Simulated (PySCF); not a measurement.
```yaml
atoms:
  - { symbol: C, position_ang: [-0.3840, 0.0567, -0.2334] }
  - { symbol: P, position_ang: [1.0390, -0.7580, 0.0614] }
  - { symbol: H, position_ang: [-0.4652, 1.0463, -0.6946] }
  - { symbol: H, position_ang: [-1.3342, -0.4131, 0.0457] }
  - { symbol: H, position_ang: [1.9378, 0.2334, -0.4601] }
```

Geometry: PBE0-D3(BJ)/def2-SVP.

Method: PySCF 2.14.0, PBE0/pcSseg-1, SCF density, gas phase, non-relativistic.

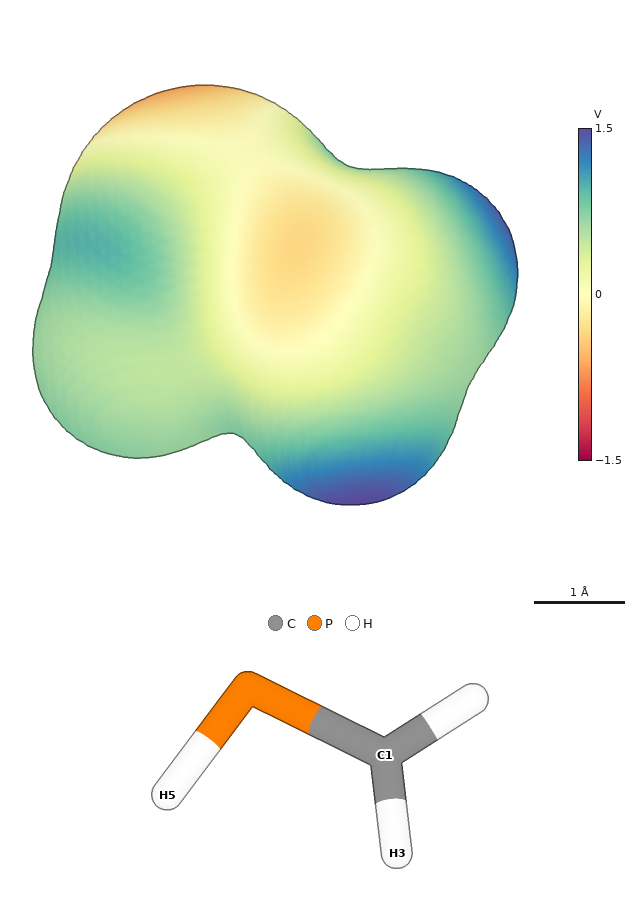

CH$_{3}$P (CH2PH). The molecular electrostatic potential painted on the density surface at 0.004 e/bohr³, seen at a tilt; red is negative and blue positive. The bare structure is drawn below in the same view.

Which sites attract a positive test charge, and which a negative one?

Answer. A positive charge is drawn to the negative regions and a negative charge to the positive ones. The most negative region (about −0.8 V) lies over P2, the most positive (about +1.5 V) over H3 and H4.

What dipole moment does the calculation give?

Answer. Its dipole moment is 1.03 D.
